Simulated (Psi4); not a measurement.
# BPH6 (SMILES [BH3-][PH3+]) at MP2/def2-SVPD

Aim: the vertical electron affinity of BPH6 at MP2/def2-SVPD, from 2 runs. 

Program for the calculation: Psi4 1.11.

2 further runs of the same task are left out: 2 set aside as unsound or not needed.

## Step 1: The molecule

BPH6 has 8 atoms, charge 0, and is taken as a singlet. As SMILES, `[BH3-][PH3+]`. The coordinates come from a PBE0-D4/def2-TZVP relaxation.

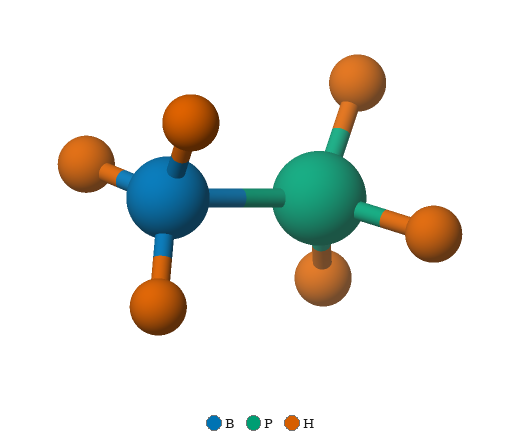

Viewed from a chosen angle; boron blue, phosphorus teal, hydrogen orange.

## Step 2: A single-point energy at MP2/def2-SVPD

calc.py

```python
import psi4

psi4.set_memory('1600 MB')
psi4.set_num_threads(1)
psi4.core.set_output_file('psi4.out', False)

molecule = psi4.geometry("""
B     -0.556100     0.227200    -0.914000
P      0.433900    -0.181600     0.667700
H     -1.693400     0.343100    -0.520100
H     -0.367800    -0.730200    -1.628000
H     -0.055500     1.254200    -1.309900
H      0.418800     0.755700     1.718800
H      1.823100    -0.380300     0.547100
H      0.089200    -1.345200     1.382600
symmetry c1
""")

psi4.set_options({
    'basis': 'def2-SVPD',
    'reference': 'rhf',
    'puream': True,
    'e_convergence': 1e-09,
    'd_convergence': 1e-08,
    'scf_type': 'pk',
    'num_frozen_docc': 6,
    'mp2_type': 'conv',
})

e = psi4.energy('mp2')
print(f'mp2 energy: {e:.10f} Eh')
```

The run is started by

```bash
$ python calc.py
```

psi4.out:

```text
[...]
  Running in c1 symmetry.
[...]
  Nuclear repulsion =   59.544517156228110
[...]
  Multiplicity = 1
[...]
  Nalpha       = 13
  Nbeta        = 13
[...]
    Number of basis functions: 92
[...]
   @RHF iter   1:  -368.66601181257681   -3.49985e-01   3.31783e-03 DIIS/ADIIS
[...]
   @RHF iter  10:  -368.75627830827023   -3.01270e-12   2.02231e-09 DIIS
[...]
    Orbital Energies [Eh]
    ---------------------
    Doubly Occupied:
       1A    -79.986970     2A     -7.551856     3A     -7.535807
       4A     -5.451910     5A     -5.451910     6A     -5.450604
       7A     -0.922737     8A     -0.689991     9A     -0.585465
      10A     -0.585438    11A     -0.439783    12A     -0.436704
      13A     -0.436690
[...]
  @RHF Final Energy:  -368.75627830827023
   => Energetics <=
    Nuclear Repulsion Energy =             59.5445171562281104
    One-Electron Energy =                -625.5498621835859012
    Two-Electron Energy =                 197.2490667190875229
    Total Energy =                       -368.7562783082702254
[...]
 Multipole Moments:
 ------------------------------------------------------------------------------------
     Multipole            Electronic (a.u.)      Nuclear  (a.u.)        Total (a.u.)
 ------------------------------------------------------------------------------------
 L = 1.  Multiply by 2.5417464519 to convert [e a0] to [Debye]
 Dipole X            :          1.1537989           -0.2562415            0.8975574
 Dipole Y            :         -0.4768310            0.1061634           -0.3706676
 Dipole Z            :          1.8423743           -0.4084037            1.4339706
 Magnitude           :                                                    1.7318416
[...]
	SCS-MP2 Total Energy (a.u.)        :  -369.02796506652180
	SOS-MP2 Total Energy (a.u.)        :  -369.01296327082173
	SCSN-MP2 Total Energy (a.u.)       :  -368.83548778956686
[...]
	SOS-PI-MP2 Total Energy (a.u.)     :  -369.05574409791365
[...]
	MP2 Total Energy (a.u.)            :  -369.01518783083020
[...]
```

On the terminal:

```text
mp2 energy: -369.0151878308 Eh
```

Wall time 6 s (1 thread of AMD EPYC 7B13 (Zen 3), shared host); peak memory 0.47 GiB.

## Step 3: The doublet anion

bh6p.xyz

```xyz
8
BH6P
B     -0.556100     0.227200    -0.914000
P      0.433900    -0.181600     0.667700
H     -1.693400     0.343100    -0.520100
H     -0.367800    -0.730200    -1.628000
H     -0.055500     1.254200    -1.309900
H      0.418800     0.755700     1.718800
H      1.823100    -0.380300     0.547100
H      0.089200    -1.345200     1.382600
```

run_ase.py

```python
import numpy as np
from ase.calculators.psi4 import Psi4
from ase.io import read

a = read('bh6p.xyz')
calc = Psi4(atoms=a, method='mp2', basis='def2-SVPD', memory='1600MB', num_threads=1, charge=-1, multiplicity=2, label='bh6p', reference='uhf')
calc.psi4.set_options({'puream': True, 'e_convergence': 1e-09, 'd_convergence': 1e-08, 'scf_type': 'pk', 'num_frozen_docc': 6, 'mp2_type': 'conv', 'maxiter': 100})
a.calc = calc

print(f'energy: {a.get_potential_energy():.6f} eV')
```

The run is started by

```bash
$ python run_ase.py
```

bh6p.dat:

```text
[...]
  Running in c1 symmetry.
[...]
  Nuclear repulsion =   59.544517156228110
[...]
  Multiplicity = 2
[...]
  Nalpha       = 14
  Nbeta        = 13
[...]
    Number of basis functions: 92
[...]
   @UHF iter   1:  -368.53859982766409   -2.22573e-01   3.82332e-03 ADIIS/DIIS
[...]
   @UHF iter  16:  -368.67932381754196   -1.50067e-11   7.49497e-09 DIIS
[...]
   @S^2 Observed:                7.517472262E-01
[...]
    Orbital Energies [Eh]
    ---------------------
    Alpha Occupied:
       1A    -79.802464     2A     -7.375731     3A     -7.370601
       4A     -5.268977     5A     -5.268976     6A     -5.268373
       7A     -0.752599     8A     -0.530434     9A     -0.408650
      10A     -0.408624    11A     -0.279536    12A     -0.278253
      13A     -0.278238    14A      0.074171
    Alpha Virtual:
      15A      0.216337    16A      0.287864    17A      0.287873
      18A      0.317554    19A      0.317563    20A      0.321634
      21A      0.338978    22A      0.338983    23A      0.357863
      24A      0.357873    25A      0.359280    26A      0.403733
[...]
  @UHF Final Energy:  -368.67932381754196
   => Energetics <=
    Nuclear Repulsion Energy =             59.5445171562281104
    One-Electron Energy =                -629.9736974891964110
    Two-Electron Energy =                 201.7498565154263019
    Total Energy =                       -368.6793238175419560
  UHF NO Occupations:
  HONO-2 :   12  A 1.9997540
  HONO-1 :   13  A 1.9997527
[...]
 Multipole Moments:
 ------------------------------------------------------------------------------------
     Multipole            Electronic (a.u.)      Nuclear  (a.u.)        Total (a.u.)
 ------------------------------------------------------------------------------------
 L = 1.  Multiply by 2.5417464519 to convert [e a0] to [Debye]
 Dipole X            :          1.1215916           -0.2562415            0.8653501
 Dipole Y            :         -0.4633600            0.1061634           -0.3571966
 Dipole Z            :          1.7912659           -0.4084037            1.3828621
 Magnitude           :                                                    1.6699485
[...]
	SCS-MP2 Total Energy (a.u.)        :  -368.96532080588054
	SOS-MP2 Total Energy (a.u.)        :  -368.94739049207971
	SCSN-MP2 Total Energy (a.u.)       :  -368.77399587441045
[...]
	SOS-PI-MP2 Total Energy (a.u.)     :  -368.99206827116933
[...]
	MP2 Total Energy (a.u.)            :  -368.95650365439263
[...]
```

The script printed:

```text
energy: -10039.817847 eV
```

It took 7.5 s on 1 thread of AMD EPYC 7B13 (Zen 3), shared host; peak memory 0.48 GiB.

## Step 4: Outcome

Level: MP2/def2-SVPD, 6 core orbitals frozen.

| quantity | value |
| --- | --- |
| singlet BPH6: total energy | -369.01519 Eh |
| singlet BPH6: HOMO energy (Hartree–Fock orbitals) | -11.88 eV |
| singlet BPH6: LUMO energy (Hartree–Fock orbitals) | 2.15 eV |
| singlet BPH6: HOMO–LUMO gap (Hartree–Fock orbitals) | 14.03 eV |
| singlet BPH6: correlation energy (6 core orbitals frozen) | -258.9 mEh |
| doublet anion: total energy | -368.95650 Eh |
| doublet anion: HOMO energy (Hartree–Fock orbitals) (highest over α and β) | 2.02 eV |
| doublet anion: LUMO energy (Hartree–Fock orbitals) (lowest over α and β) | 5.89 eV |
| doublet anion: correlation energy (6 core orbitals frozen) | -277.2 mEh |
| doublet anion: ⟨S²⟩ of the reference determinant | 0.752 |
| vertical electron affinity (to the doublet anion) | -1.597 eV |

The anion lies 1.60 eV (37 kcal/mol) above the neutral: the electron isn't bound at this level, and such a value depends on the basis. The HOMO (doublet anion) lies at positive energy, 2.02 eV: the electron is unbound at this level or held by a compact basis; values depend on the basis.
